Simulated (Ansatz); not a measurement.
**Lattice dynamics of PbS2 (model cell, started as rutile)**

Task: relax PbS2 (model cell, started as rutile), then find its harmonic phonons.

Program: Ansatz 0.2.0. Level of theory: DFT PBEsol, scalar-relativistic, plane waves, PAW. Results are calculated unless marked as measured.

The structure was built from a prototype and need not be the compound's stable phase.

**1. The structure**

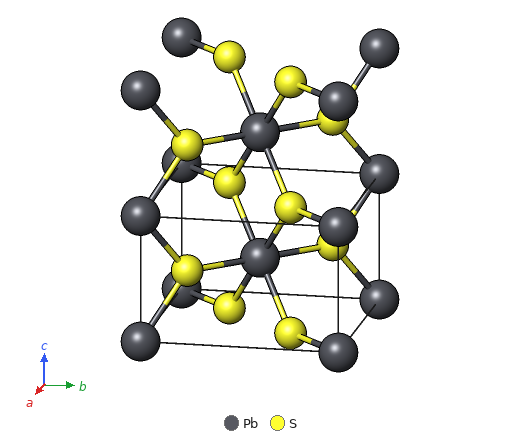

The cell as given, slightly off an axis (lead dark grey, sulfur yellow). 1×1×2 cells are drawn. Some periodic images of atoms are drawn too.

**2. Relaxation**

The cell and atoms are relaxed, since residual forces and stress would shift the frequencies.

The input, input.yaml:

```yaml
crystal:
  lattice:
    - [6.09295, 0.0, 0.0]
    - [0.0, 6.09295, 0.0]
    - [0.0, 0.0, 3.92995]
  atoms:
    - { symbol: Pb, position: [0.0, 0.0, 0.0] }
    - { symbol: Pb, position: [0.5, 0.5, 0.5] }
    - { symbol: S, position: [0.305, 0.305, 0.0] }
    - { symbol: S, position: [0.695, 0.695, 0.0] }
    - { symbol: S, position: [0.805, 0.195, 0.5] }
    - { symbol: S, position: [0.195, 0.805, 0.5] }
kpoints:
  mp_grid: { grid: [6, 6, 8] }
hamiltonian:
  xc: pbesol
scf:
  occupations: { method: gaussian, width: 0.01 }
output:
  forces: true
  stress: true
  eigenvalues: true
  write_density: true
  write_potential: true
  elf: true
  volumetric_format: npy
relax:
  adjacent_minimum: "off"
  f_tol: 0.005
  max_steps: 80
  cell: { stress_tol: 0.05 }
```

Started as:

```bash
$ ansatz run input.yaml --threads 8 --pin off --max-ram 14336MiB --backend cpu --events-out ev --progress --plain --runs-dir out
```

Numbers of over 12 decimals in the logs are rounded to 6 here.

What it wrote:

```text
Engine: ansatz 0.2.0, aarch64-unknown-linux-gnu
Pseudopotentials: kind: paw
Pseudopotential: Pb, paw, valence charge 14, recommended cutoff 420 eV (normal), Pb.paw.azcp
Pseudopotential: S, paw, valence charge 6, recommended cutoff 420 eV (normal), S.paw.azcp
Functional definition: PBEsol
  exchange = pbesol_x
  correlation = pbesol_c
Crystal: 6 atoms, lattice volume = 145.896 Å³
Basis set: ecut = 420 eV, 2897 PW (Γ), exchange–correlation on 90×90×54 points (8 copies of the dense FFT grid, shifted against one another)
Bands: 32, of which v1, the nominal top of the filled ones, is band 26 counted from 1 (25 counted from 0)
Symmetry: 16 space group operations
Space group: P42/mnm (ITA 136), of the structure as read, at distance tolerance 5.3e-5 Å
k-points: 50 of 288
Non-local potential: Pb, projectors of the file, l = 0: 2, l = 1: 2, l = 2: 2, l = 3: 2
Non-local potential: S, projectors of the file, l = 0: 2, l = 1: 2, l = 2: 2
PAW form: soft (Blöchl's): semilocal exchange-correlation on the pseudo side does not see the compensation charge
PAW frozen core: Pb, regenerated for the run's functional, and the local potential with it (the file was generated under x = pbe(κ = 0.804, μ = 0.219515), c = pbe(β = 0.066725))
PAW frozen core: S, regenerated for the run's functional, and the local potential with it (the file was generated under x = pbe(κ = 0.804, μ = 0.219515), c = pbe(β = 0.066725))
PAW one-centre angular grid: Pb, 590 points (default); XC on 64 Gauss nodes
PAW one-centre angular grid: S, 110 points (default); XC on 64 Gauss nodes
Initial density: superposition of atomic densities (neutral atoms: chi_scale 0, normalization atom), corrected by the library's trained network
Initial wavefunctions: pseudopotential atomic-orbital guess
Functional: x = pbesol(κ = 0.804, μ = 0.123457), c = pbesol(β = 0.046)
SCF iter   1: F=—  HF=-27048.445881 eV  |F-HF|=—  |Δ(HF+E_count)|=         —  Δρ=4.87e-3  dr2=4.96e-2  ethr=1.77e-3  ⟨swp⟩=8.6  Hψ=8261  notcnv=0
preconditioner: auto → Resta (q_TF=auto, 2.297 Å⁻¹)  ε∞=3.8  [insulator: Δε(μ)=0.196 eV  Ē_g=13.342 eV  σ=0.010 eV  W_gap=1.00  n_scr=30 (ndim 8)  ℏωp=22.2 eV  f_vac=0.023  D(μ)=0.00/eV (n_scr^D=0)  ε∞_Penn≈3.8]
SCF iter   2: F=—  HF=-27048.433772 eV  |F-HF|=—  |Δ(HF+E_count)|=   1.21e-2  Δρ=2.00e-3  dr2=7.26e-3  ethr=9.55e-5  ⟨swp⟩=2.8  Hψ=2798  notcnv=0  defer=86
SCF iter   3: F=—  HF=-27048.432298 eV  |F-HF|=—  |Δ(HF+E_count)|=   1.47e-3  Δρ=4.95e-4  dr2=3.12e-4  ethr=1.40e-5  ⟨swp⟩=3.7  Hψ=3025  notcnv=0  defer=86
SCF iter   4: F=—  HF=-27048.432428 eV  |F-HF|=—  |Δ(HF+E_count)|=   1.30e-4  Δρ=1.32e-4  dr2=3.18e-5  ethr=5.99e-7  ⟨swp⟩=2.5  Hψ=2304  notcnv=0  defer=86
SCF iter   5: F=—  HF=-27048.432453 eV  |F-HF|=—  |Δ(HF+E_count)|=   2.47e-5  Δρ=2.87e-5  dr2=1.45e-6  ethr=6.12e-8  ⟨swp⟩=2.1  Hψ=2064  notcnv=0  defer=86
SCF iter   6: F=-27048.432454 eV  HF=-27048.432454 eV  |F-HF|=6.08e-8  |Δ(HF+E_count)|=   1.81e-6  Δρ=4.94e-6  dr2=4.81e-8  ethr=1.92e-10  ⟨swp⟩=14.2  Hψ=13626  notcnv=0
SCF 1 converged in 6 iterations: F = -27048.432454 eV  dr2 = 4.81e-8
  greatest PAW one-centre occupation: 0.983 electrons in one spin orbital (limit 2), on the Pb atom at site 1 (counted from 0), in its partial waves of l = 2
relax step   1: F+E_penalty+E_count = -27048.43245438 eV  Δ(F+E_penalty+E_count) = +0.000e0 eV  max|allowed force component| = 1.181e-1 eV/Å  Δτ_max = 0.0000 Å  P = +4.780 GPa  Ω = 145.896 Å³  (6 SCF iters, dr2 threshold 1.00e-7 eV, accepted)
Crystal: 6 atoms, lattice volume = 161.493 Å³
Basis set: ecut = 420 eV, 3177 PW (Γ), exchange–correlation on 90×90×54 points (8 copies of the dense FFT grid, shifted against one another)
Initial density: handed on by an earlier stage of this run
Initial wavefunctions: those handed on with the density
iter 1 solved again at ethr=9.25e-5 eV; its pass at ethr=3.10e-3 eV (dr2=4.81e-2 eV) is discarded
SCF iter   1: F=—  HF=-27048.562910 eV  |F-HF|=—  |Δ(HF+E_count)|=         —  Δρ=5.05e-3  dr2=4.95e-2  ethr=9.25e-5  ⟨swp⟩=2.2  Hψ=10963  notcnv=0
preconditioner: auto → Resta (q_TF=auto, 2.259 Å⁻¹)  ε∞=3.7  [insulator: Δε(μ)=0.100 eV  Ē_g=12.869 eV  σ=0.010 eV  W_gap=1.00  n_scr=38 (ndim 8)  ℏωp=21.1 eV  f_vac=0.045  D(μ)=0.00/eV (n_scr^D=0)  ε∞_Penn≈3.7]
SCF iter   2: F=—  HF=-27048.550937 eV  |F-HF|=—  |Δ(HF+E_count)|=   1.20e-2  Δρ=2.34e-3  dr2=8.19e-3  ethr=9.25e-5  ⟨swp⟩=2.1  Hψ=2392  notcnv=0
SCF iter   3: F=—  HF=-27048.550077 eV  |F-HF|=—  |Δ(HF+E_count)|=   8.60e-4  Δρ=5.21e-4  dr2=5.14e-4  ethr=1.58e-5  ⟨swp⟩=2.2  Hψ=2469  notcnv=0
SCF iter   4: F=—  HF=-27048.550307 eV  |F-HF|=—  |Δ(HF+E_count)|=   2.30e-4  Δρ=1.40e-4  dr2=4.75e-5  ethr=9.89e-7  ⟨swp⟩=2.6  Hψ=2371  notcnv=0
SCF iter   5: F=—  HF=-27048.550355 eV  |F-HF|=—  |Δ(HF+E_count)|=   4.74e-5  Δρ=3.19e-5  dr2=1.82e-6  ethr=9.13e-8  ⟨swp⟩=2.6  Hψ=2577  notcnv=0
SCF iter   6: F=-27048.550357 eV  HF=-27048.550357 eV  |F-HF|=8.72e-8  |Δ(HF+E_count)|=   2.54e-6  Δρ=8.53e-6  dr2=1.07e-7  ethr=1.15e-9  ⟨swp⟩=12.3  Hψ=13040  notcnv=0
SCF 2 converged in 6 iterations: F = -27048.550357 eV  dr2 = 1.07e-7
  Residual-converged pass: ⟨swp⟩=1.0  Hψ=1802  notcnv=0  max |occ|·‖R‖ = 7.0e-9 eV (tolerance 1.0e-8 eV)  dr2=1.07e-7  dr2_onsite=2.36e-8  max |Δocc| = 2.3e-23
  greatest PAW one-centre occupation: 0.982 electrons in one spin orbital (limit 2), on the Pb atom at site 1 (counted from 0), in its partial waves of l = 2
relax step   2: F+E_penalty+E_count = -27048.55035720 eV  Δ(F+E_penalty+E_count) = -1.179e-1 eV  max|allowed force component| = 1.020e-1 eV/Å  Δτ_max = 0.0077 Å  P = -1.693 GPa  Ω = 161.493 Å³  energy of the carried Pulay correction = -1.024e-3 eV  (6 SCF iters, dr2 threshold 6.00e-7 eV, accepted)
Crystal: 6 atoms, lattice volume = 157.304 Å³
Basis set: ecut = 420 eV, 3065 PW (Γ), exchange–correlation on 90×90×54 points (8 copies of the dense FFT grid, shifted against one another)
iter 1 solved again at ethr=5.56e-6 eV; its pass at ethr=3.10e-3 eV (dr2=2.89e-3 eV) is discarded
SCF iter   1: F=—  HF=-27048.579546 eV  |F-HF|=—  |Δ(HF+E_count)|=         —  Δρ=1.35e-3  dr2=3.28e-3  ethr=5.56e-6  ⟨swp⟩=3.0  Hψ=9980  notcnv=0
preconditioner: auto → Resta (q_TF=auto, 2.269 Å⁻¹)  ε∞=3.7  [insulator: Δε(μ)=0.158 eV  Ē_g=12.995 eV  σ=0.010 eV  W_gap=1.00  n_scr=38 (ndim 8)  ℏωp=21.3 eV  f_vac=0.030  D(μ)=0.00/eV (n_scr^D=0)  ε∞_Penn≈3.7]
SCF iter   2: F=—  HF=-27048.578742 eV  |F-HF|=—  |Δ(HF+E_count)|=   8.04e-4  Δρ=6.45e-4  dr2=5.86e-4  ethr=5.56e-6  ⟨swp⟩=2.0  Hψ=2396  notcnv=0
SCF iter   3: F=—  HF=-27048.578663 eV  |F-HF|=—  |Δ(HF+E_count)|=   7.85e-5  Δρ=1.33e-4  dr2=2.97e-5  ethr=1.13e-6  ⟨swp⟩=2.5  Hψ=2286  notcnv=0
SCF iter   4: F=—  HF=-27048.578673 eV  |F-HF|=—  |Δ(HF+E_count)|=   1.01e-5  Δρ=3.48e-5  dr2=2.68e-6  ethr=5.70e-8  ⟨swp⟩=2.4  Hψ=2415  notcnv=0
SCF iter   5: F=-27048.578676 eV  HF=-27048.578676 eV  |F-HF|=1.14e-7  |Δ(HF+E_count)|=   2.49e-6  Δρ=8.23e-6  dr2=1.20e-7  ethr=1.15e-9  ⟨swp⟩=12.3  Hψ=13196  notcnv=0
SCF 3 converged in 5 iterations: F = -27048.578676 eV  dr2 = 1.20e-7
  greatest PAW one-centre occupation: 0.982 electrons in one spin orbital (limit 2), on the Pb atom at site 0 (counted from 0), in its partial waves of l = 2
relax step   3: F+E_penalty+E_count = -27048.57867609 eV  Δ(F+E_penalty+E_count) = -2.832e-2 eV  max|allowed force component| = 1.618e-2 eV/Å  Δτ_max = 0.0076 Å  P = -0.263 GPa  Ω = 157.304 Å³  energy of the carried Pulay correction = -7.591e-4 eV  (5 SCF iters, dr2 threshold 6.00e-7 eV, accepted)
[...]
relax step   4: F+E_penalty+E_count = -27048.57980066 eV  Δ(F+E_penalty+E_count) = -1.125e-3 eV  max|allowed force component| = 9.006e-3 eV/Å  Δτ_max = 0.0001 Å  P = -0.070 GPa  Ω = 156.863 Å³  energy of the carried Pulay correction = -7.308e-4 eV  (4 SCF iters, dr2 threshold 6.00e-7 eV, accepted)
[...]
relax step   5: F+E_penalty+E_count = -27048.58027632 eV  Δ(F+E_penalty+E_count) = -4.757e-4 eV  max|allowed force component| = 1.874e-3 eV/Å  Δτ_max = 0.0014 Å  P = -0.020 GPa  Ω = 156.890 Å³  energy of the carried Pulay correction = -7.326e-4 eV  (4 SCF iters, dr2 threshold 1.29e-7 eV, accepted)
[...]
relax step   6: F+E_penalty+E_count = -27048.58036903 eV  Δ(F+E_penalty+E_count) = -9.271e-5 eV  max|allowed force component| = 3.558e-5 eV/Å  Δτ_max = 0.0004 Å  P = -0.001 GPa  Ω = 156.907 Å³  energy of the carried Pulay correction = -7.336e-4 eV  (4 SCF iters, dr2 threshold 1.75e-8 eV, accepted)
Initial wavefunctions: pseudopotential atomic-orbital guess (no wavefunctions were taken with the density)
iter 1 solved again at ethr=1.77e-7 eV; its pass at ethr=3.10e-3 eV (dr2=9.22e-5 eV) is discarded
SCF iter   1: F=—  HF=-27048.581121 eV  |F-HF|=—  |Δ(HF+E_count)|=         —  Δρ=7.11e-5  dr2=1.50e-6  ethr=1.77e-7  ⟨swp⟩=3.3  Hψ=13229  notcnv=0
SCF iter   2: F=—  HF=-27048.581126 eV  |F-HF|=—  |Δ(HF+E_count)|=   5.52e-6  Δρ=3.53e-5  dr2=3.19e-7  ethr=2.88e-9  ⟨swp⟩=2.0  Hψ=2584  notcnv=0
SCF iter   3: F=—  HF=-27048.581128 eV  |F-HF|=—  |Δ(HF+E_count)|=   2.04e-6  Δρ=4.85e-6  dr2=8.15e-9  ethr=6.14e-10  ⟨swp⟩=2.0  Hψ=2444  notcnv=0
SCF iter   4: F=—  HF=-27048.581128 eV  |F-HF|=—  |Δ(HF+E_count)|=   3.07e-8  Δρ=3.51e-7  dr2=1.46e-10  ethr=1.57e-11  ⟨swp⟩=2.8  Hψ=2979  notcnv=0
SCF iter   5: F=-27048.581128 eV  HF=-27048.581128 eV  |F-HF|=1.09e-11  |Δ(HF+E_count)|=  1.13e-10  Δρ=7.46e-8  dr2=1.37e-11  ethr=1.00e-12  ⟨swp⟩=7.6  Hψ=8350  notcnv=0
SCF 7 converged in 5 iterations: F = -27048.581128 eV  dr2 = 1.37e-11
relax step   7: F+E_penalty+E_count = -27048.58112826 eV  Δ(F+E_penalty+E_count) = -7.592e-4 eV  max|allowed force component| = 2.537e-5 eV/Å  Δτ_max = 0.0000 Å  P = -0.000 GPa  Ω = 156.907 Å³  stress off target by 5.92e-3 GPa  SCF on the basis re-selected at this cell (its energy is not comparable with the rows above)  (5 SCF iters)
basis re-selected at this cell: Δ(F+E_penalty+E_count) = -7.592e-4 eV, ΔP = +0.001 GPa vs the last step (what re-selecting the basis moved, of the pressure what is left beyond the Pulay correction that the steps carried, after the strain that the cell walked since its last selection, with what the two solves' SCF thresholds leave and, on support functions, any second-order correction that the steps lacked; it is no m [...]
SCF converged after 5 iterations
Free energy (F): -27048.581128 eV
Harris-Foulkes:  -27048.581128 eV  (|F-HF|=1.09e-11)
Internal energy: -27048.581128 eV  (E = F + TS)
E sigma→0 (E₀):  -27048.581128 eV
Fermi energy:    5.548785 eV
--- Per-component energies (eV) ---
  E_band       = -203.901117
  E_kinetic    = 1002.543184
  E_local      = -3285.339664  (includes V_loc(G=0)·N_el)
  E_nonlocal   = 824.463232
  E_hartree    = 1285.007999
  E_xc         = -814.768106
  E_vxc        = -605.588274  (∫ρ·V_xc dr)
  E_paw        = -22860.252116  (= ΣΔE_a)
  E_vpaw       = -709.995658  (= ΣTr[D̂ρ^β])
  E_aug_tail   = 0.000101  (compensation charges beyond the density's cutoff)
  E_ewald      = -3200.607789
  E_core_change = 0.372030  (= ΣΔE_core)
  E_smearing   = -0.000000  (= −TS)
  E_closure    = 0.000000  (closes the sum)
  Σ components = -27048.581128   (vs F -27048.581128, Δ=0.00e0)
--- Forces (eV/Å), atoms counted from 1 ---
  atom   1  Pb     0.00000000    -0.00000000    -0.00000000
  atom   2  Pb     0.00000000     0.00000000     0.00000000
  atom   3  S     -0.00002537    -0.00002537     0.00000000
  atom   4  S      0.00002537     0.00002537    -0.00000000
  atom   5  S     -0.00002537     0.00002537     0.00000000
  atom   6  S      0.00002537    -0.00002537    -0.00000000
  max |Σ_I F_I| component: 1.39e-17 eV/Å
--- Stress (GPa, compression-positive) ---
        0.002280       0.000000       0.000000
        0.000000       0.002280       0.000000
        0.000000       0.000000      -0.005917
  P = ⅓ Tr σ = -0.0005 GPa (-0.005 kbar)
--- Band table (eV; the first three rows and the last of 50) ---
  k-point 0: bands = [... 22 lower, 4.8386, 4.8386, 5.2536, 5.2536, 5.9038, 6.8601, 8.7154, 8.7154, ... 2 higher]
  k-point 1: bands = [... 22 lower, 4.2071, 5.2903, 5.2949, 5.2949, 5.7894, 7.2071, 9.3877, 9.3877, ... 2 higher]
  k-point 2: bands = [... 22 lower, 3.5576, 5.1492, 5.1492, 5.4642, 5.7662, 7.4634, 10.0561, 10.5461, ... 2 higher]
  k-point 49: bands = [... 22 lower, 4.9069, 4.9069, 5.0528, 5.0528, 5.8604, 5.8604, 10.6816, 10.6816, ... 2 higher]
--- Relaxed structure (6 steps of the walk, 6 accepted, 1 SCFs on fresh bases) ---
  F+E_penalty+E_count = -27048.58112826 eV   max|allowed force component| = 2.537e-5 eV/Å   (the final SCF, on the basis selected at the relaxed cell)
  cell:  # Å, volume = 156.9073 Å³
    - [6.281124, 0, 0.0]
    - [0, 6.281124, 0.0]
    - [0.0, 0.0, 3.977118]
  atoms:
    - { symbol: Pb, position: [0, 0, 0.0] }
    - { symbol: Pb, position: [0.500000, 0.500000, 0.5] }
    - { symbol: S, position: [0.305111, 0.305111, 0.0] }
    - { symbol: S, position: [0.694889, 0.694889, 0.0] }
    - { symbol: S, position: [0.805111, 0.194889, 0.5] }
    - { symbol: S, position: [0.194889, 0.805111, 0.5] }
```

Elapsed: 29 s, on 8 threads of Arm Neoverse N1, shared host; peak memory 0.72 GiB; 3.7 min of CPU time.

Relaxation path:

```csv
step,energy less that of the first step (eV),largest force component (eV/Å),pressure (GPa),volume (Å³)
1,0.0000,0.1181,4.78,145.90
2,-0.1179,0.1020,-1.69,161.49
3,-0.1462,0.0162,-0.26,157.30
4,-0.1473,0.0090,-0.07,156.86
5,-0.1478,0.0019,-0.02,156.89
6,-0.1479,0.0000,0.00,156.91
7*,-0.1487,0.0000,0.00,156.91
```

Relaxation steps marked * repeat the geometry before them on a plane-wave basis chosen anew for their cell, so energy and pressure can jump there.

Forces are held to the 16 operations that the run works with; a distortion that breaks them can't arise in this run.

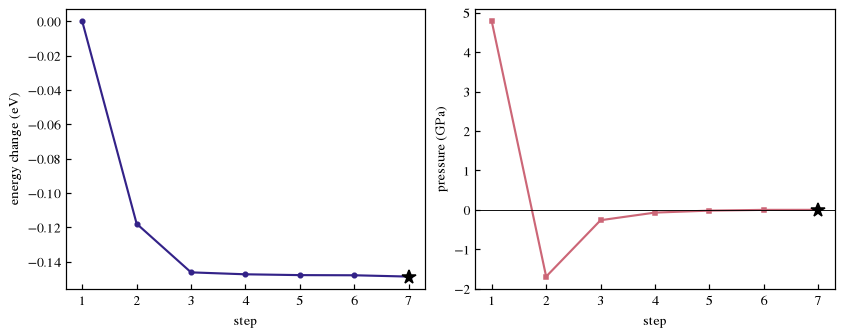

Energy and pressure along the relaxation. Stars mark steps on a basis chosen anew.

```csv
"conventional cell, symmetrised",before,after,change
a (Å),6.093,6.281,+3.1 %
b (Å),6.093,6.281,+3.1 %
c (Å),3.930,3.977,+1.2 %
volume (Å³/atom),24.32,26.15,+7.5 %
```

Final coordinates:

```xyz
6
Lattice="6.2811 0.0000 0.0000 0.0000 6.2811 0.0000 0.0000 0.0000 3.9771" Properties=species:S:1:pos:R:3 pbc="T T T"
Pb    0.0000    0.0000    0.0000
Pb    3.1406    3.1406    1.9886
S     1.9164    1.9164    0.0000
S     4.3647    4.3647    0.0000
S     5.0570    1.2241    1.9886
S     1.2241    5.0570    1.9886
```

This step gave:

| Quantity | Value |
| --- | --- |
| pressure | -4.52e-4 GPa |
| gap on the k-mesh | 0.1696 eV |
| volume per atom | 26.15 Å³ |
| direct gap on mesh | 0.2338 eV |

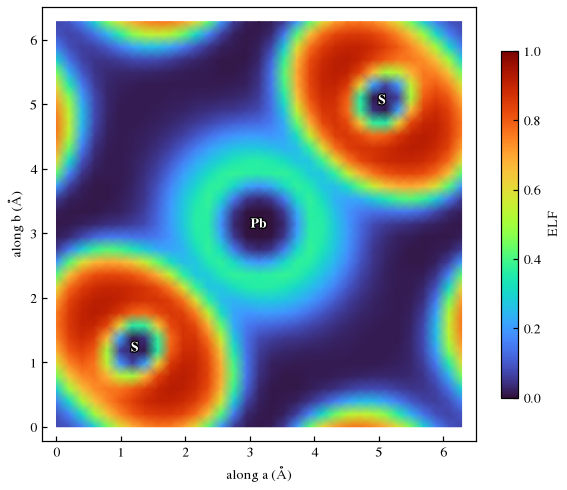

ELF in the ab plane at fractional z = 0.000, with atoms of Pb and S within 0.2 Å of it. It is the smooth field of the valence electrons, not physical close to the nuclei. The map starts off the cell's origin, so that atoms lie inside it.

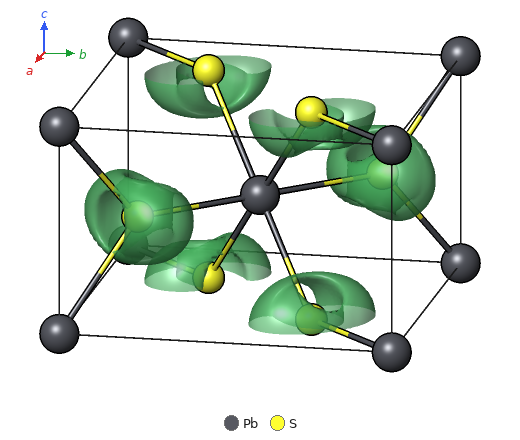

Surface of ELF = 0.84.

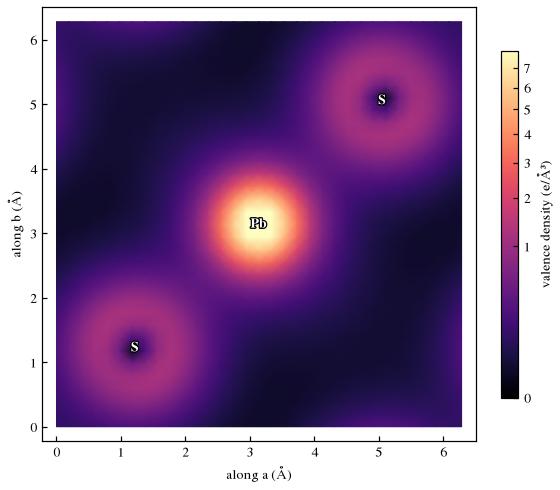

Valence density in the ab plane at fractional z = 0.000, with atoms of Pb and S within 0.2 Å of it. It is the smooth field of the valence electrons, not physical close to the nuclei. The map starts off the cell's origin, so that atoms lie inside it. The colour scale is stretched toward low values.

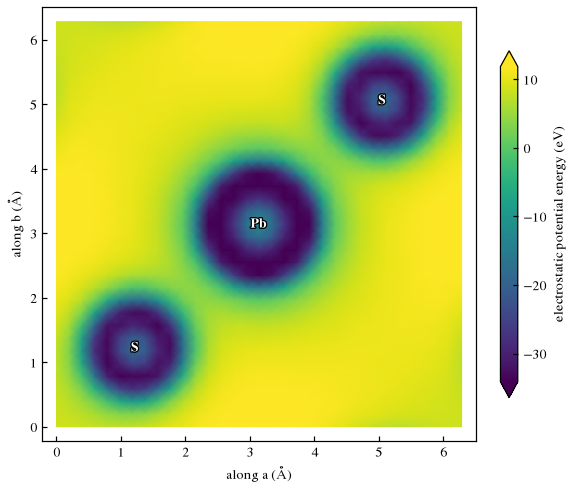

Electrostatic potential energy in the ab plane at fractional z = 0.000, with atoms of Pb and S within 0.2 Å of it. With pseudopotentials it is smooth inside the atoms' cores, unlike the true potential. The map starts off the cell's origin, so that atoms lie inside it.

In this step the volume went from 24.32 to 26.15 Å³/atom.

(Continued in part 2 of 3.)

[Logs are printed without paths, hosts, clocks, repeated set-up lines and the standing remarks that a program may print on its own settings, such as how far it seeks lower states.]

[Hosts, paths, dates, database ids (printed as entryN), source tags and the programs' standing remarks are cut or masked in the printed files.]
